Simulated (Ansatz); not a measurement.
# GeH4···CH3 (doublet): what the fields show

The calculation's input:

```
crystal:
  periodic: [false, false, false]
  atoms:
    - {symbol: H, position_ang: [-0.032709, -0.047727, 0.040009]}
    - {symbol: C, position_ang: [-0.849299, -1.184787, 1.049415]}
    - {symbol: Ge, position_ang: [0.730726, 1.018973, -0.902827]}
    - {symbol: H, position_ang: [-0.529334, -0.810587, 2.013142]}
    - {symbol: H, position_ang: [-1.865808, -0.977258, 0.741077]}
    - {symbol: H, position_ang: [-0.387716, -2.092847, 0.682870]}
    - {symbol: H, position_ang: [-0.296656, 1.877518, -1.660206]}
    - {symbol: H, position_ang: [1.615549, 1.937147, -0.042390]}
    - {symbol: H, position_ang: [1.615247, 0.279368, -1.921089]}
basis:
  gaussian: {orbitals: def2-TZVPP}
magnetization: {spin_polarized: true, initial_magnetization: 1}
hamiltonian: {xc: pbe0, dispersion: d4}
output: {orbitals: {seedname: orbitals}}
```

Run with:

```sh
ansatz run in.yaml --threads 4 --pin off --events-out ev --progress --plain --max-ram 9574MiB
```

A transition-state structure; geometry: PBE0-D4/def2-TZVP.

The calculation used UKS PBE0-D4/def2-TZVPP (Ansatz 0.2.0).

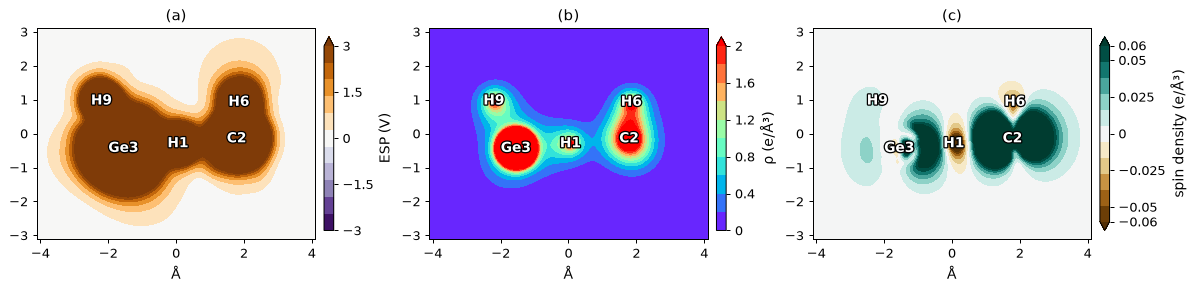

Figure 1. (a) electrostatic potential; (b) electron density; (c) spin density (α minus β) on the plane of atoms H1, Ge3 and H9.

**What does the map show?**

The section cuts through H, C and Ge sites.
C2···H1 (1.73 Å): the density falls to about 0.41 e/Å³ on the way.
C–H (1.08 Å): ρ is about 2 e/Å³ halfway.
Ge–H (1.54 Å): ρ is about 1.1 e/Å³ halfway.
The unpaired spin (1 electron) lies mostly on C2 (about 0.6) and Ge3 (about 0.2), in electrons by Hirshfeld's partition.
The potential has no marked negative region in this plane.

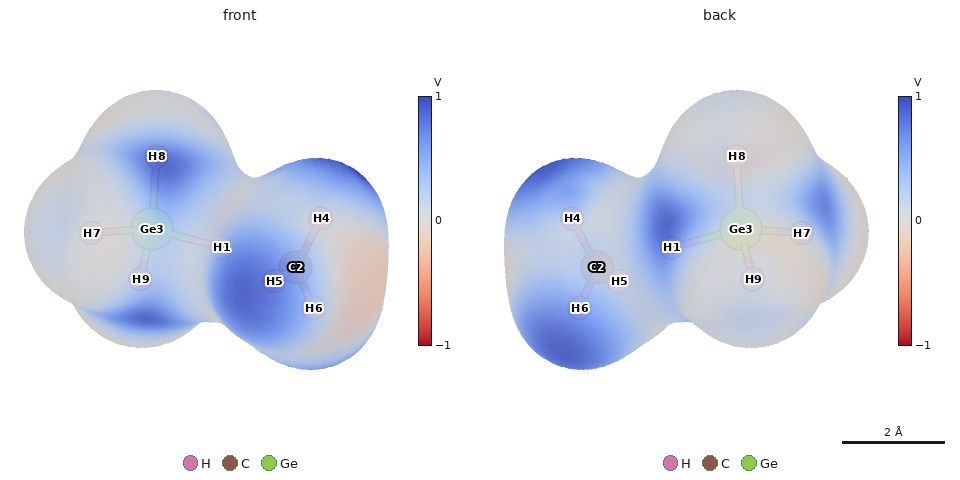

Figure 2. The electrostatic potential painted on the density surface at 0.002 e/bohr³, seen from the front and from behind; red is negative and blue positive.

**Where is the surface potential most negative and most positive?**

The most negative region (about −0.2 V) lies over the π face of C2, the most positive (about +0.9 V) over Ge3, H4, H5 and H6.

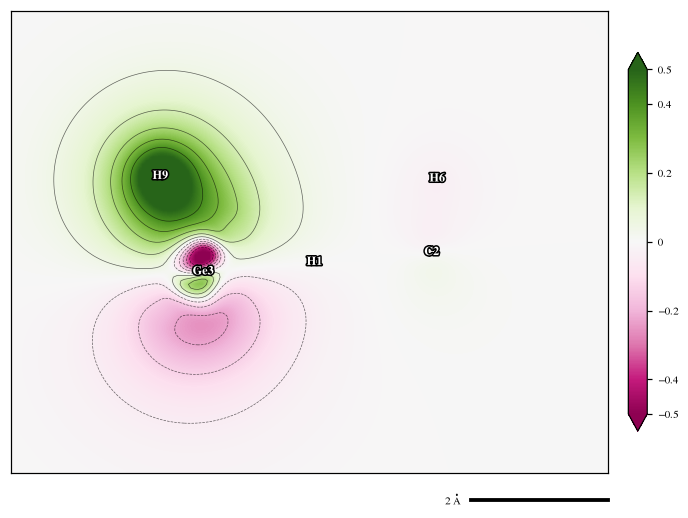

Figure 3. The HOMO (β) on the plane of atoms H1, Ge3 and H9 (values in Å⁻³ᐟ²; the overall sign is arbitrary).

**Describe this orbital and give its energy.**

By Hirshfeld shares it lies mainly on Ge3 (about 45 %), H9 (about 30 %) and H7 (about 20 %). It is one of a degenerate set, so its orientation is arbitrary. Its energy is −9.44 eV.
